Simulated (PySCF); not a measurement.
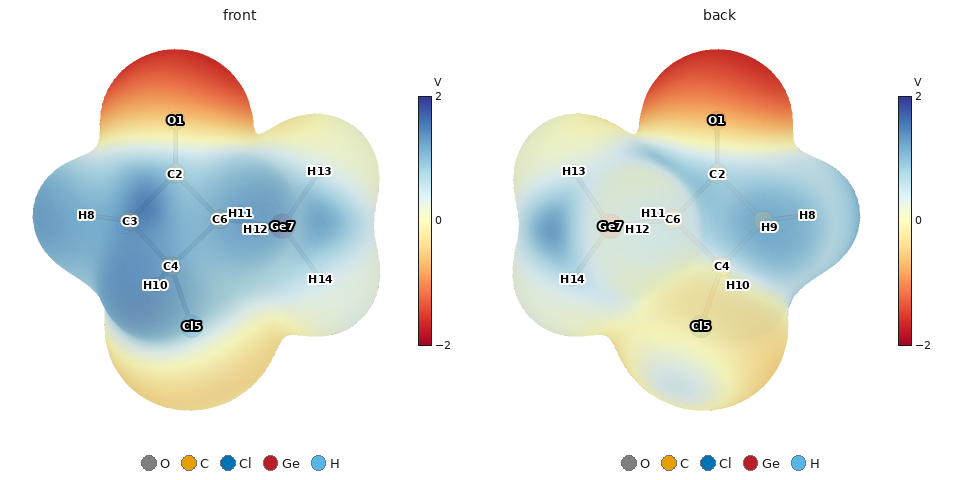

*C4H7ClGeO. The electrostatic potential painted on the density surface at 0.002 e/bohr³, seen from the front and from behind; red is negative and blue positive.*

Geometry: GFN2-xTB.

All numbers below come from PBE0/def2-SVPD, SCF density, gas phase in PySCF 2.14.0.

```json
{"atom": "O", "x (Å)": "0.5044", "y (Å)": "-0.5298", "z (Å)": "-2.3673"}
{"atom": "C", "x (Å)": "-0.0311", "y (Å)": "-0.1388", "z (Å)": "-1.3713"}
{"atom": "C", "x (Å)": "-1.4340", "y (Å)": "-0.2767", "z (Å)": "-0.8061"}
{"atom": "C", "x (Å)": "-1.0298", "y (Å)": "0.7299", "z (Å)": "0.2785"}
{"atom": "Cl", "x (Å)": "-1.2338", "y (Å)": "0.1633", "z (Å)": "1.9422"}
{"atom": "C", "x (Å)": "0.4212", "y (Å)": "0.6707", "z (Å)": "-0.1978"}
{"atom": "Ge", "x (Å)": "1.5844", "y (Å)": "-0.4639", "z (Å)": "0.9568"}
{"atom": "H", "x (Å)": "-2.2457", "y (Å)": "0.0202", "z (Å)": "-1.4672"}
{"atom": "H", "x (Å)": "-1.6348", "y (Å)": "-1.2771", "z (Å)": "-0.4245"}
{"atom": "H", "x (Å)": "-1.5126", "y (Å)": "1.7032", "z (Å)": "0.2004"}
{"atom": "H", "x (Å)": "0.9198", "y (Å)": "1.6135", "z (Å)": "-0.4185"}
{"atom": "H", "x (Å)": "0.9752", "y (Å)": "-1.8073", "z (Å)": "1.1637"}
{"atom": "H", "x (Å)": "2.8790", "y (Å)": "-0.6245", "z (Å)": "0.2283"}
{"atom": "H", "x (Å)": "1.8370", "y (Å)": "0.2169", "z (Å)": "2.2606"}
```

Describe the electrostatic potential map.

The most negative region (about −1.6 V) lies over O1, the most positive (about +1.4 V) over the C and H atoms. Cl5 shows a σ-hole: about +0.5 V at the tip opposite its bond, against about −0.2 V on its flanks. O1 is the likeliest acceptor of a hydrogen bond.

What dipole moment does the calculation give?

Its dipole moment is 2.10 D.
